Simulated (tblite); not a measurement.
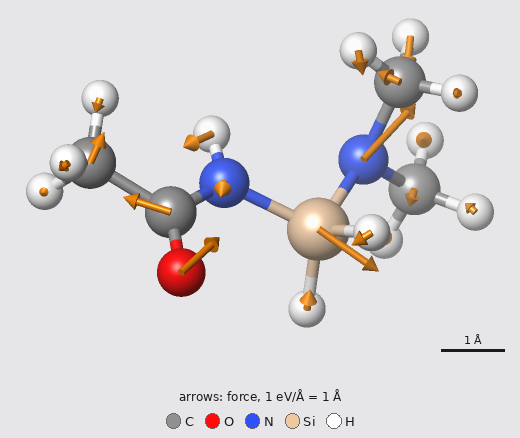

Starting geometry of C$_{4}$H$_{12}$N$_{2}$OSi with the computed forces as orange arrows. A ball-and-stick model, seen at a tilt.

The calculation used tblite 0.8.0, GFN2-xTB geometry optimisation, gas phase. 

Is this structure relaxed? If not, where do the atoms go?

Answer. It isn't relaxed: the largest force vector, on an N atom, is 1.47 eV/Å. The final displacements have little in common with the starting forces (cosine between the two patterns 0.15). The largest move after the best rigid fit is that of an H atom, 0.93 Å. By element the largest moves are H 0.93 Å, O 0.52 Å, C 0.33 Å, N 0.23 Å, Si 0.13 Å. Near-neighbour distances that change, for instance: O–Si 3.044 → 2.709 Å, N–Si 1.720 → 1.752 Å, C–N 1.472 → 1.444 Å, C–H 1.113 → 1.094 Å. Among the angles between lasting bonds that change: Si–N–H 113.6° → 126.4°, N–Si–H 107.1° → 115.9°, C–N–Si 122.6° → 114.0°. Groups turn about C–C by about 25°, N–Si by about 20°. After 138 geometry steps the energy has fallen by 27.7 kJ/mol. The run took 1.1 s on 1 thread of Arm Neoverse V1, with other jobs on the host.
